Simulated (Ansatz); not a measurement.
## G0W0 on several functionals: Diamond (Fd-3m, 2 atoms a cell)

One-shot GW is not self-consistent; how far does the start matter for Diamond (Fd-3m, 2 atoms a cell)?

Main program and level: Ansatz 0.2.0; G0W0 on several functionals, plane waves, PAW.

## (1) Starting point

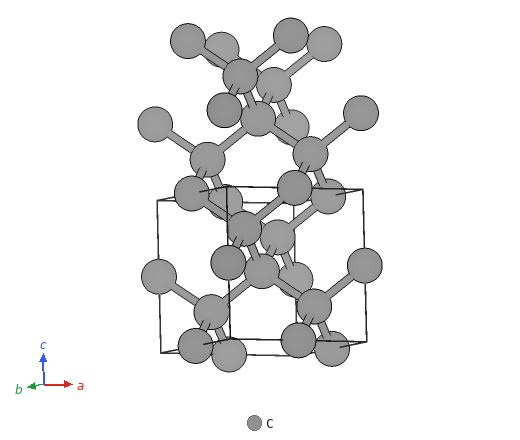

The cell as given, from a free direction (carbon grey). 1×1×2 cells are drawn. This picture shows the conventional cell, with its axes. Some periodic images of atoms are drawn too.

The cell and positions come from the Crystallography Open Database and are kept as given unless a step says otherwise.

## (2) G0W0 on LDA

Now the one-shot GW correction: screening in the RPA, then the self-energy of the levels asked for. This step takes hard PAW files.

This step: G0W0 on LDA, plane waves, PAW.

Contents of input.yaml:

```yaml
crystal:
  lattice:
    - [0.0, 1.78337, 1.78337]
    - [1.78337, 0.0, 1.78337]
    - [1.78337, 1.78337, 0.0]
  atoms:
    - { symbol: C, position: [0.0, 0.0, 0.0] }
    - { symbol: C, position: [0.25, 0.25, 0.25] }
kpoints:
  mp_grid: { grid: [12, 12, 12] }
hamiltonian:
  xc: lda
  pseudopotentials: { kind: paw, source: ansatz }
scf:
  occupations: { method: fixed }
gw:
  n_empty_bands: 101
  ecut_chi: 250
  qp_bands: [v2, c2]
  qp_kpoints: band_edges
  screening: { model: contour_deformation }
```

The run is started by

```console
$ ansatz run input.yaml --threads 4 --pin off --max-ram 138240MiB --backend cuda --events-out ev --progress --plain --runs-dir out --devices 1 --max-vram 26GiB
```

Numbers of over 12 decimals in the logs are rounded to 6 here.

Output:

```text
GPUs: using 1 of 1 available (devices: 1).
Engine: ansatz 0.2.0, x86_64-unknown-linux-gnu
Pseudopotentials: kind: paw
Pseudopotential: C, paw, valence charge 4, recommended cutoff 820 eV (normal), C.paw.azcp
Functional definition: SPW92
  exchange = slater_x
  correlation = pw_c
device memory: the entry about to start is reckoned to put 0.9 GiB on a device that reports 37.5 GiB free (of which the cap on the GPU budget leaves the run 26.0 GiB)
GPU FFT provider: cuFFT
GPU libraries: cuBLAS 13.8.2, cuFFT 12.4.0, cuSOLVER 12.3.4
Crystal: 2 atoms, lattice volume = 11.344 Å³
Basis set: ecut = 820 eV, 609 PW (Γ)
Bands: 8, of which v1, the nominal top of the filled ones, is band 4 counted from 1 (3 counted from 0)
Symmetry: 48 space group operations
Space group: Fd-3m (ITA 227), of the structure as read, at distance tolerance 2.2e-5 Å
k-points: 72 of 1728
Non-local potential: C, projectors of the file, l = 0: 2, l = 1: 2
PAW form: soft (Blöchl's): semilocal exchange-correlation on the pseudo side does not see the compensation charge
PAW frozen core: C, regenerated for the run's functional, and the local potential with it (the file was generated under x = pbe(κ = 0.804, μ = 0.219515), c = pbe(β = 0.066725))
PAW one-centre angular grid: C, 110 points (default); XC on 64 Gauss nodes
Initial density: superposition of atomic densities (chi_scale 0.1, normalization cell)
Initial wavefunctions: pseudopotential atomic-orbital guess
GPU buffer pool allocated for 13824 grid points (all kernels)
GPU transforms: local potential and band sums: pruned to the plane-wave sphere, on 24×24×24
Functional: x = slater, c = lda
SCF iter   1: F=—  HF=-486.702136 eV  |F-HF|=—  |Δ(HF+E_count)|=         —  Δρ=1.42e-1  dr2=1.63e0  ethr=3.10e-3  ⟨swp⟩=5.8  Hψ=4010  notcnv=0  defer=132
preconditioner: auto → none  [insulator: Δε(μ)=4.933 eV  Ē_g=19.517 eV  n_scr=0 (ndim 8)  ℏωp=31.2 eV  f_vac=0.000  ε∞_Penn≈3.6]
SCF iter   2: F=—  HF=-486.050120 eV  |F-HF|=—  |Δ(HF+E_count)|=   6.52e-1  Δρ=5.31e-2  dr2=2.00e-1  ethr=3.10e-3  ⟨swp⟩=2.5  Hψ=1560  notcnv=0  defer=116
SCF iter   3: F=—  HF=-485.973954 eV  |F-HF|=—  |Δ(HF+E_count)|=   7.62e-2  Δρ=6.05e-3  dr2=1.21e-3  ethr=2.50e-3  ⟨swp⟩=3.5  Hψ=1073  notcnv=0  defer=130
SCF iter   4: F=—  HF=-485.973923 eV  |F-HF|=—  |Δ(HF+E_count)|=   3.07e-5  Δρ=1.48e-4  dr2=9.96e-7  ethr=1.51e-5  ⟨swp⟩=2.1  Hψ=751  notcnv=0  defer=140
SCF iter   5: F=-485.973927 eV  HF=-485.973927 eV  |F-HF|=7.74e-9  |Δ(HF+E_count)|=   3.77e-6  Δρ=6.22e-5  dr2=9.61e-8  ethr=1.25e-9  ⟨swp⟩=6.6  Hψ=2989  notcnv=0
SCF 1 converged in 5 iterations: F = -485.973927 eV  dr2 = 9.61e-8
  greatest PAW one-centre occupation: 0.366 electrons in one spin orbital (limit 2), on the C atom at site 0 (counted from 0), in its partial waves of l = 0
device memory: the entry about to start is reckoned to put 1.1 GiB on a device that reports 37.5 GiB free (of which the cap on the GPU budget leaves the run 26.0 GiB)
NSCF: frozen V_eff on 72 k-points, pencils in batches of 32, up to order 32
the band table was solved once the SCF had ended and its energy, with any forces and stress, was formed, with the checks that follow a solve (5061 applications of the Hamiltonian). They found nothing against the state; the energy, forces and stress were not computed again (output.eigenvalues in the input reference)
device memory: the entry about to start is reckoned to put 2.1 GiB on a device that reports 37.6 GiB free (of which the cap on the GPU budget leaves the run 26.0 GiB)
NSCF: frozen V_eff on 72 k-points
G₀W₀ screening: q 1/72
[... further progress lines ...]
device memory: the entry about to start is reckoned to put 0.2 GiB on a device that reports 54.7 GiB free (of which the cap on the GPU budget leaves the run 26.0 GiB)
NSCF: frozen V_eff on 1 k-points
SCF converged after 5 iterations
Free energy (F): -485.973927 eV
Harris-Foulkes:  -485.973927 eV  (|F-HF|=7.74e-9)
Internal energy: -485.973927 eV  (E = F + TS)
E sigma→0 (E₀):  -485.973927 eV
Fermi energy:    13.104514 eV
--- Per-component energies (eV) ---
  E_band       = 33.629546
  E_kinetic    = 209.774962
  E_local      = -130.538678  (includes V_loc(G=0)·N_el)
  E_nonlocal   = 35.775362
  E_hartree    = 26.016650
  E_xc         = -104.399679
  E_vxc        = -126.457840  (∫ρ·V_xc dr)
  E_paw        = -174.767070  (= ΣΔE_a)
  E_vpaw       = -6.958011  (= ΣTr[D̂ρ^β])
  E_aug_tail   = -0.000011  (compensation charges beyond the density's cutoff)
  E_ewald      = -347.961363
  E_core_change = 0.125901  (= ΣΔE_core)
  E_smearing   = -0.000000  (= −TS)
  E_closure    = -0.000000  (closes the sum)
  Σ components = -485.973927   (vs F -485.973927, Δ=0.00e0)
--- Band table (eV; the first three rows and the last of 72) ---
  k-point 0: bands = ["-8.2179", "13.1045", "13.1045", "13.1045", "18.6538", "18.6538", "18.6538", "26.6371"]
  k-point 1: bands = ["-8.0256", "11.8928", "12.7830", "12.7830", "19.0742", "19.0742", "19.3703", "26.7708"]
  k-point 2: bands = ["-7.4510", "9.3863", "12.0849", "12.0849", "19.9866", "19.9866", "20.4875", "27.1528"]
  k-point 71: bands = ["1.3258", "1.3258", "4.7507", "4.7507", "23.5564", "23.5564", "25.4344", "25.4344"]
--- G₀W₀: contour deformation, 6 samples at zero and on the imaginary axis and 3 off it, 1728 q-points, 101 empty bands' worth ---
  eigenvalues of the whole cell's RPA ε∞ on this k-mesh (on a slab, of 1 + 4πα/V) = 5.5654, 5.5654, 5.5654; static W/v taken at q = 0 is 0.179683
  bands read: the sum over 105 bands ends inside a degenerate multiplet in 8 slots, whose members it reads at an even weight; the widest, k=0: bands 105 to 107 (counted from 1) at 1/3 each
  gw.qp_kpoints: band_edges: 27 of 72 stored k-points solved, in 2 passes; an edge of the gap read off the rows below is read off those points alone
    valence top: of the k-points left out ik 8 came nearest to being solved in a further pass, in band 4 (counted from 1, as in the quasiparticle table): it holds the edge there only if its correction is more favourable than any solved in that band by at least 0.926 eV; those differ by 0.399 eV
    conduction bottom: of the k-points left out ik 41 came nearest to being solved in a further pass, in band 5 (counted from 1, as in the quasiparticle table): it holds the edge there only if its correction is more favourable than any solved in that band by at least 0.928 eV; those differ by 0.584 eV
    ik  band        ε_KS         Σx   Σc(E_QP)       V_xc       Z   E_QP_lin       E_QP  E_QP is
     0     3     13.1045   -20.0295     1.3331   -18.0074  0.8268    12.4139    12.4155  root
     0     4     13.1045   -20.0295     1.3331   -18.0074  0.8268    12.4139    12.4155  root
     0     5     18.6538   -10.3387    -5.2574   -16.7076  0.8275    19.7707    19.7654  root
     0     6     18.6538   -10.3387    -5.2574   -16.7076  0.8275    19.7707    19.7654  root
     1     3     12.7830   -20.0097     1.4162   -17.8966  0.8260    12.0843    12.0860  root
     1     4     12.7830   -20.0097     1.4162   -17.8966  0.8260    12.0843    12.0860  root
     1     5     19.0742   -10.3203    -5.3854   -16.8324  0.8258    20.2066    20.2009  root
     1     6     19.0742   -10.3203    -5.3854   -16.8324  0.8258    20.2066    20.2009  root
     2     3     12.0849   -20.1109     1.6510   -17.7243  0.8239    11.3473    11.3494  root
     2     4     12.0849   -20.1109     1.6510   -17.7243  0.8239    11.3473    11.3494  root
     2     5     19.9866   -10.1162    -5.7064   -16.9977  0.8221    21.1687    21.1617  root
     2     6     19.9866   -10.1162    -5.7064   -16.9977  0.8221    21.1687    21.1617  root
     3     3     11.3654   -20.3295     1.9292   -17.6096  0.8215    10.5721    10.5747  root
     3     4     11.3654   -20.3295     1.9292   -17.6096  0.8215    10.5721    10.5747  root
     3     5     20.8356    -9.7407    -6.0050   -16.9648  0.8193    22.0630    22.0547  root
     3     6     20.8356    -9.7407    -6.0050   -16.9648  0.8193    22.0630    22.0547  root
     4     3     10.7944   -20.5479     2.1591   -17.5496  0.8193     9.9520     9.9552  root
     4     4     10.7944   -20.5479     2.1591   -17.5496  0.8193     9.9520     9.9552  root
     4     5     21.3170    -9.3446    -6.1359   -16.7086  0.8193    22.5538    22.5450  root
     4     6     21.3170    -9.3446    -6.1359   -16.7086  0.8193    22.5538    22.5450  root
     5     3     10.4371   -20.6981     2.3041   -17.5234  0.8179     9.5629     9.5664  root
     5     4     10.4371   -20.6981     2.3041   -17.5234  0.8179     9.5629     9.5664  root
     5     5     21.4730    -9.0675    -6.1448   -16.4286  0.8209    22.6979    22.6893  root
     5     6     21.4730    -9.0675    -6.1448   -16.4286  0.8209    22.6979    22.6893  root
[...]
70     3      5.2805   -20.8812     3.8019   -15.9910  0.7916     4.1815     4.1922  root
    70     4      5.2805   -20.8812     3.8019   -15.9910  0.7916     4.1815     4.1922  root
    70     5     21.2468    -8.6352    -5.9668   -15.5212  0.8263    22.1710    22.1660  root
    70     6     21.2468    -8.6352    -5.9668   -15.5212  0.8263    22.1710    22.1660  root
    71     3      4.7507   -20.6976     3.9352   -15.6846  0.7874     3.6616     3.6729  root
    71     4      4.7507   -20.6976     3.9352   -15.6846  0.7874     3.6616     3.6729  root
    71     5     23.5564    -7.7614    -6.4676   -15.3224  0.8174    24.6589    24.6497  root
    71     6     23.5564    -7.7614    -6.4676   -15.3224  0.8174    24.6589    24.6497  root
```

Wall time 1.7 min (1 × NVIDIA H100 80GB HBM3 (shared by 3 runs) with 4 threads of AMD EPYC 7R13 (Zen 3), shared host); peak memory 1.3 GiB.

The column dr2 measures how far the density is from self-consistency, as an energy; F and HF (Harris–Foulkes) agree once it is small.

Numbers from this step:

* bands summed: 105
* RPA ε∞ on this mesh (eigenvalues): 5.565, 5.565, 5.565
* plane waves in the screening matrix: 113
* q-points in the mesh: 1728
* G0W0 gap on the mesh: 5.543 eV
* k of the valence top: 0, 0, 0
* k of the conduction bottom: 0, 0.3333, 0.3333
* starting gap on the mesh: 4.128 eV
* Z at the valence top: 0.8268
* Z at the conduction bottom: 0.8377
* least direct G0W0 gap on the computed points: 7.350 eV

The gap on the mesh goes from 4.13 eV to 5.54 eV, a correction of +1.42 eV. Between the two edge states, bare exchange in place of the xc potential would open the gap by 7.75 eV, and correlation takes back 6.33 eV.

## (3) G0W0 on PBE

The same correction from a different start measures what one shot leaves open.

This step: G0W0 on PBE, plane waves, PAW.

input.yaml, as its differences from that of step 2:

```diff
@@ -11,3 +11,3 @@
 hamiltonian:
-  xc: lda
+  xc: pbe
   pseudopotentials: { kind: paw, source: ansatz }
```

Output:

```text
GPUs: using 1 of 1 available (devices: 1).
[...]
GPU FFT provider: cuFFT
GPU libraries: cuBLAS 13.8.2, cuFFT 12.4.0, cuSOLVER 12.3.4
Crystal: 2 atoms, lattice volume = 11.344 Å³
Basis set: ecut = 820 eV, 609 PW (Γ)
Bands: 8, of which v1, the nominal top of the filled ones, is band 4 counted from 1 (3 counted from 0)
Symmetry: 48 space group operations
[...]
k-points: 72 of 1728
[...]
GPU buffer pool allocated for 13824 grid points (all kernels)
[...]
SCF iter   1: F=—  HF=-502.231811 eV  |F-HF|=—  |Δ(HF+E_count)|=         —  Δρ=1.41e-1  dr2=1.59e0  ethr=3.10e-3  ⟨swp⟩=5.8  Hψ=4017  notcnv=0  defer=129
[...]
SCF iter   5: F=-501.619821 eV  HF=-501.619821 eV  |F-HF|=5.04e-8  |Δ(HF+E_count)|=   3.01e-7  Δρ=3.81e-5  dr2=3.91e-8  ethr=1.25e-9  ⟨swp⟩=4.9  Hψ=3412  notcnv=0
SCF 1 converged in 5 iterations: F = -501.619821 eV  dr2 = 3.91e-8
[...]
NSCF: frozen V_eff on 72 k-points, pencils in batches of 32, up to order 32
[...]
NSCF: frozen V_eff on 72 k-points
G₀W₀ screening: q 1/72
[... further progress lines ...]
[...]
SCF converged after 5 iterations
Free energy (F): -501.619821 eV
[...]
Internal energy: -501.619821 eV  (E = F + TS)
E sigma→0 (E₀):  -501.619821 eV
Fermi energy:    13.359215 eV
[...]
--- Band table (eV; the first three rows and the last of 72) ---
[...]
0     3     13.3592   -20.0462     1.3866   -17.7742  0.8277    12.4712    12.4739  root
     0     4     13.3592   -20.0462     1.3866   -17.7742  0.8277    12.4712    12.4739  root
     0     5     18.9577   -10.3086    -5.1992   -16.3982  0.8283    19.8514    19.8481  root
     0     6     18.9577   -10.3086    -5.1992   -16.3982  0.8283    19.8514    19.8481  root
     1     3     13.0371   -20.0253     1.4685   -17.6640  0.8269    12.1415    12.1443  root
     1     4     13.0371   -20.0253     1.4685   -17.6640  0.8269    12.1415    12.1443  root
     1     5     19.3802   -10.2908    -5.3249   -16.5203  0.8266    20.2884    20.2849  root
     1     6     19.3802   -10.2908    -5.3249   -16.5203  0.8266    20.2884    20.2849  root
[...]
71     3      5.0416   -20.7161     3.9797   -15.4400  0.7887     3.7289     3.7453  root
    71     4      5.0416   -20.7161     3.9797   -15.4400  0.7887     3.7289     3.7453  root
    71     5     23.9860    -7.7328    -6.3955   -14.9064  0.8176    24.7686    24.7641  root
    71     6     23.9860    -7.7328    -6.3955   -14.9064  0.8176    24.7686    24.7641  root
```

It took 91 s on 1 × NVIDIA H100 80GB HBM3 (shared by 3 runs) with 4 threads; peak memory 1.2 GiB; 3 min of CPU time.

This step gave:

- bands summed: 105
- RPA ε∞ on this mesh (eigenvalues): 5.536, 5.536, 5.536
- plane waves in the screening matrix: 113
- q-points in the mesh: 1728
- G0W0 gap on the mesh: 5.576 eV
- k of the valence top: 0, 0, 0
- k of the conduction bottom: 0, 0.3333, 0.3333
- starting gap on the mesh: 4.158 eV
- Z at the valence top: 0.8277
- Z at the conduction bottom: 0.8384
- least direct G0W0 gap on the computed points: 7.374 eV

Against the run with 12×12×12 mesh, 101 empty bands, screening to 250 eV, hard PAW files on LDA, the gap moves by +0.03 eV, while the start moved by +0.03 eV.

[end of part 1 of 2]

[Paths, hosts, dates, memory and timing lines, banners, echoed tables and standing remarks are left out of the program output.]

[Logs are printed without paths, hosts, clocks, repeated set-up lines and the standing remarks that a program may print on its own settings, such as how far it seeks lower states.]

[Runs of the session that timed out or met a known fault of the program may be left out.]

[Cells called generated may have been cut or substituted from an entry of the Crystallography Open Database or the Materials Project.]

[Hosts, paths, dates, database ids (printed as entryN), source tags and the programs' standing remarks are cut or masked in the printed files.]
